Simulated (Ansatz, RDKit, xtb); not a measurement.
# Isomers of C4H3F3S, a sample narrowed down

A sample of isomers of C4H3F3S is drawn. Aim: find which of them has the lowest free energy at 298.15 K, then its properties. The sample is small against all isomers, and the most stable one of this formula need not be in it.

Plan: many cheap relaxations first (GFN2-xTB), then density-functional screening, relaxation at B3LYP-D3(BJ)/def2-SVP, vibrations (at GFN2-xTB) and a final energy. The numbers are computed, not measured.

## Step 1: Possible bonding patterns

Isomers were taken from a list of plausible structures; this is a sample, not all of them. That gives 3 candidates.

```tsv
label	SMILES	spin
c693	FC(F)(F)CC#CS	singlet
c907	C#C[C@@H](S)C(F)(F)F	singlet
c983	FC(F)(F)C#CCS	singlet
```

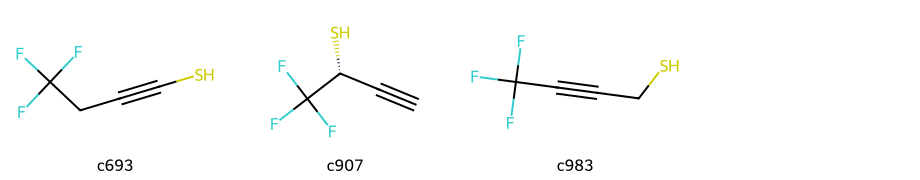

Structural formulas of the candidates.

Candidates are built by distance geometry, with a force field where one applies, in up to four conformers (letters a to d).

## Step 2: Search with GFN2-xTB

All 3 starts are relaxed the same way. One of them, c693a (taken from a list of positional isomers, embedded by distance geometry and MMFF94), in full:

File start.xyz:

```xyz
11
c693a
C     -2.893382     0.250920     1.445727
C     -1.609158    -0.293756     1.989246
C     -0.422928     0.388720     1.370901
C      0.552778     0.898161     0.912083
F     -3.002055     0.091528     0.103616
F     -3.045507     1.578319     1.675751
F     -3.914455    -0.380470     2.027301
S      1.915928     1.652676     0.255009
H     -1.594450    -1.402976     1.822119
H     -1.571302    -0.152583     3.024531
H      1.241705     2.471058    -0.592798
```

Launch:

```
xtb start.xyz --gfn 2 --opt
```

Output (excerpt; [...] marks lines left out):

```text
* xtb version 6.7.1
[...]
          :  # basis functions                  41          :
[...]
          :  # electrons                        46          :
[...]
          :  Hamiltonian                  GFN2-xTB          :
[...]
          :  net charge                          0          :
          :  unpaired electrons                  0          :
[...]
   *** convergence criteria satisfied after 11 iterations ***
[...]
   *** GEOMETRY OPTIMIZATION CONVERGED AFTER 11 ITERATIONS ***
[...]
   *** convergence criteria satisfied after 3 iterations ***
[...]
         ::                     SUMMARY                     ::
         :::::::::::::::::::::::::::::::::::::::::::::::::::::
         :: total energy             -27.477016422472 Eh    ::
         :: gradient norm              0.000750069679 Eh/a0 ::
         :: HOMO-LUMO gap              4.266677840857 eV    ::
         ::.................................................::
         :: SCC energy               -27.715224356583 Eh    ::
         :: -> isotropic ES            0.046321767446 Eh    ::
         :: -> anisotropic ES          0.001842605723 Eh    ::
         :: -> anisotropic XC         -0.013036082440 Eh    ::
         :: -> dispersion             -0.006917137367 Eh    ::
         :: repulsion energy           0.238207934111 Eh    ::
         :: add. restraining           0.000000000000 Eh    ::
         :: total charge               0.000000000000 e     ::
         :::::::::::::::::::::::::::::::::::::::::::::::::::::
[...]
        23        2.0000           -0.3898597             -10.6086 (HOMO)
        24                         -0.2330622              -6.3419 (LUMO)
[...]
     #   Z          covCN         q      C6AA      α(0)
     1   6 C        3.338     0.492    17.180     6.560
     2   6 C        3.806    -0.063    21.711     6.633
     3   6 C        1.979    -0.049    32.363     9.187
     4   6 C        1.956     0.013    30.750     8.955
     5   9 F        0.791    -0.203    11.261     3.964
     6   9 F        0.791    -0.202    11.259     3.964
     7   9 F        0.791    -0.207    11.310     3.973
     8  16 S        1.906    -0.150   147.358    20.431
     9   1 H        0.924     0.096     1.824     2.112
    10   1 H        0.924     0.096     1.821     2.110
    11   1 H        0.923     0.177     1.223     1.729
[...]
     #   Z sym  total        # sym  WBO       # sym  WBO       # sym  WBO
 ---------------------------------------------------------------------------
     1   6 C    3.832 --     6 F    0.952     5 F    0.952     7 F    0.946
                             2 C    0.944
     2   6 C    3.983 --     3 C    1.044     9 H    0.948    10 H    0.948
                             1 C    0.944
     3   6 C    3.971 --     4 C    2.743     2 C    1.044     8 S    0.140
     4   6 C    3.960 --     3 C    2.743     8 S    1.122
     5   9 F    1.077 --     1 C    0.952
     6   9 F    1.077 --     1 C    0.952
     7   9 F    1.071 --     1 C    0.946
     8  16 S    2.226 --     4 C    1.122    11 H    0.936     3 C    0.140
     9   1 H    0.991 --     2 C    0.948
    10   1 H    0.991 --     2 C    0.948
    11   1 H    0.968 --     8 S    0.936
[...]
molecular dipole:
                 x           y           z       tot (Debye)
 q only:        0.667      -0.185       0.164
   full:        0.493      -0.227       0.192       1.464
molecular quadrupole (traceless):
[...]
          | TOTAL ENERGY              -27.477016422472 Eh   |
          | GRADIENT NORM               0.000750069679 Eh/α |
          | HOMO-LUMO GAP               4.266677840857 eV   |
           -------------------------------------------------
[...]
```

It took 0.087 s on 2 threads of Intel Xeon 6975P-C (Granite Rapids), shared host.

## Step 3: What the search left

3 of the 3 relaxations converged. 3 distinct structures remain:

```tsv
label	start	SMILES after	spin	energy (kcal/mol)
c693a	drawn	FC(F)(F)CC#CS	singlet	0.0
c983a	drawn	FC(F)(F)C#CCS	singlet	5.8
c907a	drawn	C#C[C@@H](S)C(F)(F)F	singlet	7.8
```

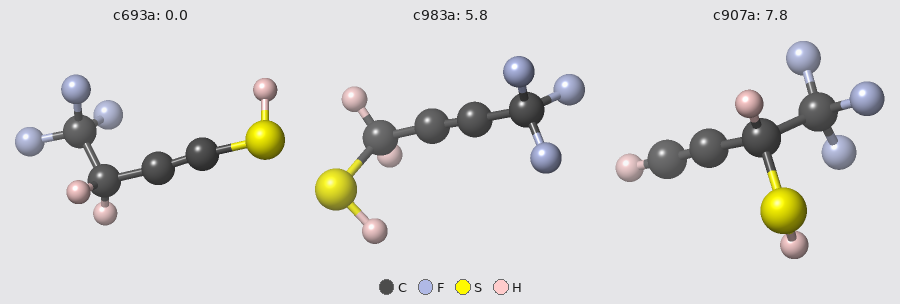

The 3 lowest minima that did not fall apart, with their GFN2-xTB energies in kcal/mol.

## Step 4: Single points on the low minima

A choice of the minima (the low ones first, few conformers of a pattern, up to a cap) and the lowest that fell apart get a single point at r2SCAN-D4/def2-SVP on the tight-binding geometry, and one at HF/STO-3G for comparison. The lowest singlets are also tried as triplets at the same geometry (label ending in t). The first, c693a:

File input.yaml:

```yaml
crystal:
  periodic: [false, false, false]
  atoms:
    - symbol: C
      position_ang: [-2.843939, 0.270803, 1.424466]
    - symbol: C
      position_ang: [-1.576009, -0.326738, 2.015233]
    - symbol: C
      position_ang: [-0.411277, 0.319629, 1.441379]
    - symbol: C
      position_ang: [0.485739, 0.911716, 0.903398]
    - symbol: F
      position_ang: [-2.914879, 0.115325, 0.095701]
    - symbol: F
      position_ang: [-2.955120, 1.584109, 1.664702]
    - symbol: F
      position_ang: [-3.942733, -0.306034, 1.936226]
    - symbol: S
      position_ang: [1.848301, 1.664970, 0.243881]
    - symbol: H
      position_ang: [-1.573032, -1.397745, 1.794309]
    - symbol: H
      position_ang: [-1.604928, -0.177554, 3.098562]
    - symbol: H
      position_ang: [1.145051, 2.443115, -0.584370]
basis:
  gaussian:
    orbitals: def2-SVP
hamiltonian:
  xc: {name: r2SCAN}
  dispersion: d4
output:
  orbitals: {seedname: orbitals}
scf:
  lower_state_search: "off"
```

Launch:

```
ansatz run input.yaml --threads 2 --pin off --max-ram 5220MiB --events-out events.jsonl --progress --plain --runs-dir runs
```

Output (excerpt; [...] marks lines left out):

```text
Warning: RAYON_NUM_THREADS=2 ignored (pool sized by the plan → 2); use --threads N
Functional definition: r2SCAN
  name "r2SCAN"
[...]
1455 factors; their error is unknown
[...]
mean field -23161.82859458 eV, -851.1815011994 hartree, gradient 6.6e-6 eV, S^2 0.000000; 0 other end points of the search recorded, 0 dependent functions left out
reference -23161.82860222 eV, -851.1815014802 hartree; 35, 35 occupied and 96, 96 virtual orbitals, 1455 factors
Total energy: -23161.89446517 eV, -851.1839218989 hartree
Checks for a lower state left out: stability, starts, cluster_reference, orbital_swaps, neighbouring_geometries, increment
```

Run time: 2 s. Hardware: 2 threads of Intel Xeon 6975P-C (Granite Rapids), shared host; peak memory 0.18 GiB.

Relative energies in kcal/mol, each column from its lowest structure that stays in one piece:

```tsv
label	SMILES	spin	GFN2-xTB	HF/STO-3G	r2SCAN-D4/def2-SVP
c693a	FC(F)(F)CC#CS	singlet	0.0	0.0	0.0
c907a	C#C[C@@H](S)C(F)(F)F	singlet	7.8	11.6	6.7
c983a	FC(F)(F)C#CCS	singlet	5.8	10.0	8.2
c693at	FC(F)(F)CC#CS	triplet	–	–	104.8
c983at	FC(F)(F)C#CCS	triplet	–	–	116.6
c907at	C#C[C@@H](S)C(F)(F)F	triplet	–	–	118.7
```

## Step 5: Refinement at B3LYP-D3(BJ)/def2-SVP

3 candidates are relaxed at B3LYP-D3(BJ)/def2-SVP (chosen among the lowest in one piece). The first, c693a:

input.yaml: that of step 4 with these lines changed.

```diff
@@ -28,8 +28,8 @@
     orbitals: def2-SVP
-hamiltonian:
-  xc: {name: r2SCAN}
-  dispersion: d4
-output:
-  orbitals: {seedname: orbitals}
 scf:
   lower_state_search: "off"
+hamiltonian:
+  xc: {name: B3LYP}
+  dispersion: d3bj
+relax:
+  f_tol: 0.006
```

Launch:

```
ansatz run input.yaml --threads 2 --pin off --max-ram 5220MiB --events-out events.jsonl --progress --plain --runs-dir runs
```

Output (excerpt; [...] marks lines left out):

```text
Warning: RAYON_NUM_THREADS=2 ignored (pool sized by the plan → 2); use --threads N
[...]
Functional definition: B3LYP
  name "B3LYP"
[...]
1419 factors; integrals over basis functions are off by at most 3.2e-4 eV
[...]
mean field -23168.78949149 eV, -851.4373094428 hartree, gradient 2.4e-6 eV, S^2 0.000000; 0 other end points of the search recorded, 0 dependent functions left out
[...]
reference -23168.78971511 eV, -851.4373176606 hartree; 35, 35 occupied and 96, 96 virtual orbitals, 1419 factors
relax step   1: F+E_penalty+E_count = -23169.20337656 eV  Δ(F+E_penalty+E_count) = +0.000e0 eV  max|allowed force component| = 9.370e-1 eV/Å  Δτ_max = 0.0000 Å  (17 SCF iters, accepted)
[...]
relax step   6: F+E_penalty+E_count = -23169.26039112 eV  Δ(F+E_penalty+E_count) = -3.081e-3 eV  max|allowed force component| = 7.516e-2 eV/Å  Δτ_max = 0.0965 Å  (21 SCF iters, accepted)
[...]
Atom 2 at    -0.488222     0.528900     1.365788 Å, force    -0.005969     0.000429     0.000105 eV/Å
Atom 3 at     0.428376     1.189427     0.918273 Å, force     0.004468    -0.000133    -0.000257 eV/Å
Atom 4 at    -3.149143     0.272569     0.191097 Å, force     0.000603     0.000320    -0.003013 eV/Å
Atom 5 at    -3.177767     1.487460     1.984307 Å, force    -0.000027     0.001682     0.000080 eV/Å
Atom 6 at    -3.914838    -0.549979     2.044566 Å, force    -0.001200    -0.000477     0.000364 eV/Å
Atom 7 at     1.705571     2.183382     0.413833 Å, force     0.001639     0.001171    -0.001725 eV/Å
Atom 8 at    -1.522861    -1.309427     1.528706 Å, force    -0.000189    -0.000140    -0.000458 eV/Å
Atom 9 at    -1.542465    -0.312765     2.992265 Å, force    -0.000346     0.000269     0.000952 eV/Å
Atom 10 at     1.873533     1.632919    -0.815424 Å, force     0.000249     0.000611     0.000493 eV/Å
Dipole moment:     0.362249    -0.236520    -0.060379 e Å
Checks for a lower state left out: stability, starts, cluster_reference, orbital_swaps, neighbouring_geometries, increment
```

Wall time 53 s (2 threads of Intel Xeon 6975P-C (Granite Rapids), shared host); peak memory 0.3 GiB.

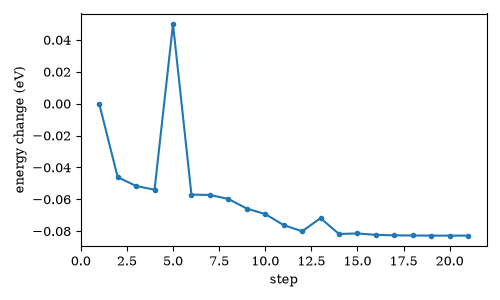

Energy along the run, all evaluated steps.

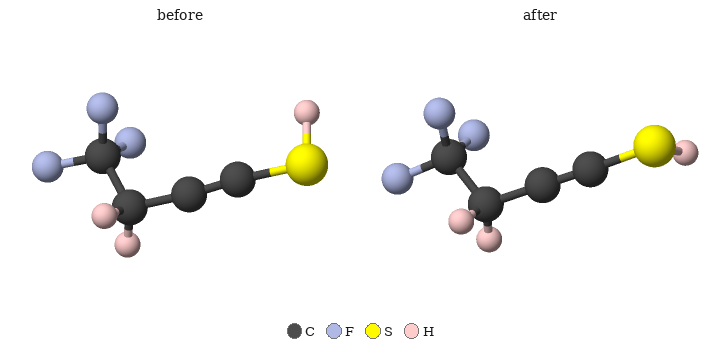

Before and after, at one scale.

After the run. Bond lengths: C1–C2 1.524 Å, C2–C3 1.456 Å, C3–C4 1.215 Å, C1–F5 1.340 Å, C1–F6 1.339 Å, C1–F7 1.345 Å, C4–S8 1.695 Å, C2–H9 1.103 Å, C2–H10 1.103 Å, S8–H11 1.357 Å. Some angles: C1–C2–C3 114.2°, C2–C1–F5 111.7°, C2–C1–F6 111.8°, C2–C1–F7 109.9°, F5–C1–F6 107.9°, F5–C1–F7 107.7°, F6–C1–F7 107.7°, C2–C3–C4 179.5°, C3–C4–S8 175.3°, C1–C2–H9 107.0°.

## Step 6: Ranking at B3LYP-D3(BJ)/def2-SVP

```tsv
label	spin	r2SCAN-D4/def2-SVP (kcal/mol)	B3LYP-D3(BJ)/def2-SVP, relaxed (kcal/mol)	time
c693a	singlet	0.0	0.0	53 s
c907a	singlet	6.7	6.6	24 s
c983a	singlet	8.2	8.0	17 s
```

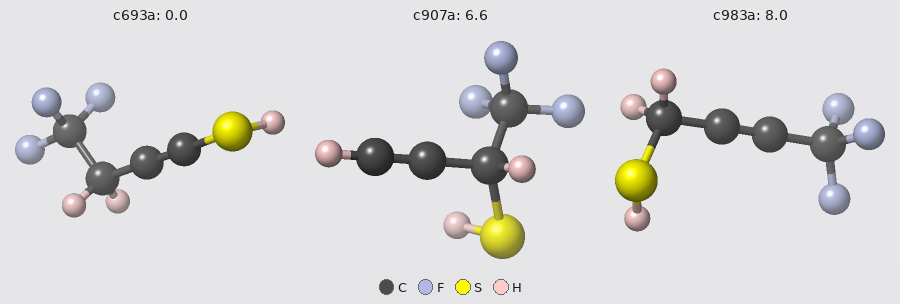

The relaxed structures, with energies at B3LYP-D3(BJ)/def2-SVP in kcal/mol.

(Part 1 of 2 ends here.)
